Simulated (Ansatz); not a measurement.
## Electronic structure of Ga$_{4}$SbAs$_{3}$ in real space

Input

```
crystal:
  lattice:
    - [-5.7805055792, 5.7805055792, 0.0]
    - [-5.7827026501, -0.0021970709, 5.7810501987]
    - [0.0021970709, 5.7827026501, 5.7810501987]
  atoms:
    - { symbol: Ga, position: [0.0045000233, 0.0052966589, -0.0142967055] }
    - { symbol: Ga, position: [0.5045000233, 0.0052966589, -0.0142967055] }
    - { symbol: Ga, position: [0.0007867594, 0.4992132406, -0.0007867594] }
    - { symbol: Ga, position: [-0.0099042554, 0.0099042554, 0.5099042554] }
    - { symbol: Ga, position: [0.5007867594, 0.4992132406, -0.0007867594] }
    - { symbol: Ga, position: [0.4900957446, 0.0099042554, 0.5099042554] }
    - { symbol: Ga, position: [0.0045000233, 0.4857032945, 0.5052966589] }
    - { symbol: Ga, position: [0.5045000233, 0.4857032945, 0.5052966589] }
    - { symbol: Sb, position: [0.8751128789, 0.8748871211, 0.3748871211] }
    - { symbol: Sb, position: [0.3751128789, 0.8748871211, 0.3748871211] }
    - { symbol: As, position: [0.8749053696, 0.3757262763, 0.3744629845] }
    - { symbol: As, position: [0.8749053696, 0.8744629845, 0.8757262763] }
    - { symbol: As, position: [0.3749053696, 0.3757262763, 0.3744629845] }
    - { symbol: As, position: [0.3749053696, 0.8744629845, 0.8757262763] }
    - { symbol: As, position: [0.8751938313, 0.3748061687, 0.8748061687] }
    - { symbol: As, position: [0.3751938313, 0.3748061687, 0.8748061687] }
basis:
  ecutwfc: 420
kpoints:
  mp_grid: { grid: [6, 6, 6] }
hamiltonian:
  xc: pbesol
scf:
  occupations: { method: gaussian, width: 0.01 }
output:
  forces: true
  stress: true
  eigenvalues: true
  write_density: true
  write_potential: true
  elf: true
  volumetric_format: npy
relax:
  adjacent_minimum: "off"
  f_tol: 0.005
  max_steps: 80
  cell: { stress_tol: 0.05 }
```

Run with:

```sh
ansatz run input.yaml --threads 4 --pin off --max-ram 10240MiB --backend cpu --events-out ev --progress --plain --runs-dir out
```

The fields are those of the relaxed geometry.

Space group Amm2; a generated structure, not necessarily the stable one.

Computed with DFT PBEsol, scalar-relativistic, plane waves, PAW in Ansatz 0.2.0.

The density is the valence pseudo-density of a PAW calculation; it isn't the true density close to the nuclei.

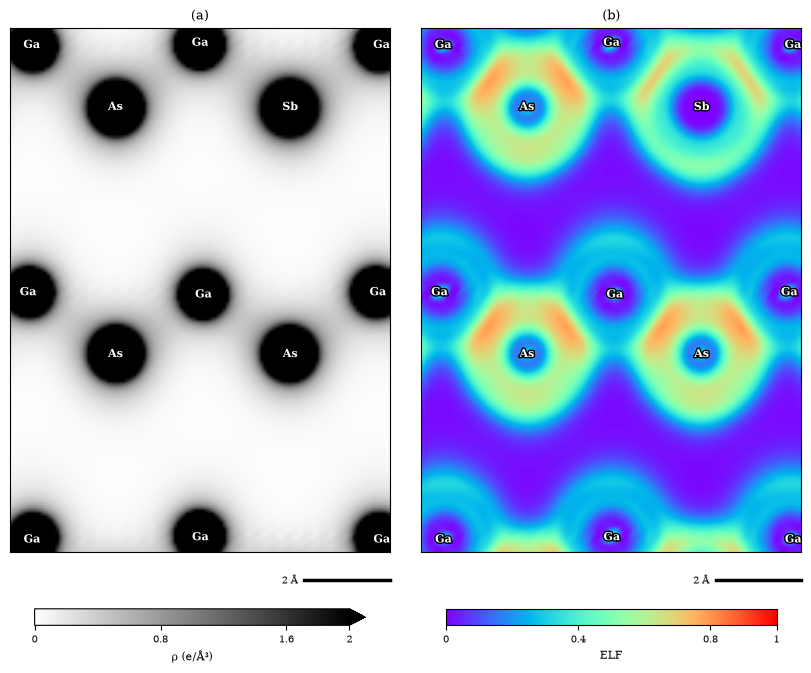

Figure 1. (a) valence charge density (pseudo); (b) electron localisation function on the (11̄0) plane of the calculation cell.

> What does the map show?

Atoms in the plane: Ga, Sb and As. Ga–As (2.44 Å): ρ at the midpoint is about 0.5 e/Å³; the ELF peaks at about 0.75 between the atoms: a shared electron pair. Ga–Sb (2.57 Å): ρ is about 0.47 e/Å³ halfway; the ELF peaks at about 0.70 between the atoms. Ga–As (2.50 Å): the density is about 0.46 e/Å³ at the midpoint; the ELF peaks at about 0.80 between the atoms: a covalent bond. Between the atoms the lowest density in this plane is 0.01 e/Å³.

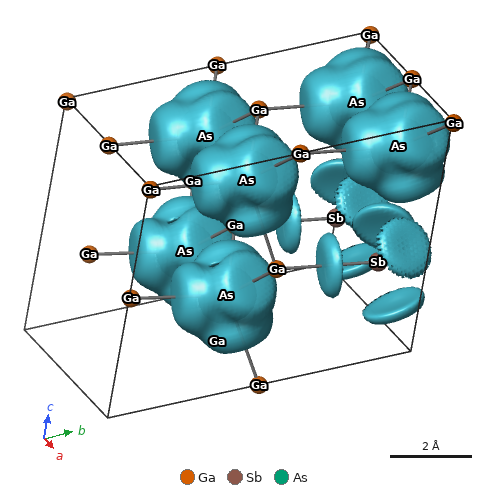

Figure 2. Isosurface of the ELF at 0.6 (cyan), seen slightly off an axis. Core shells and regions of very low density are left out. Sticks mark near contacts.

> What do the ELF domains correspond to?

The ELF exceeds this value in eight regions between bonded Ga–Sb atoms (shared pairs) and six regions on As in which the atom's valence shell and bonds are merged, counted in one cell of 16 atoms. Any copies at cell faces, edges or corners count once.
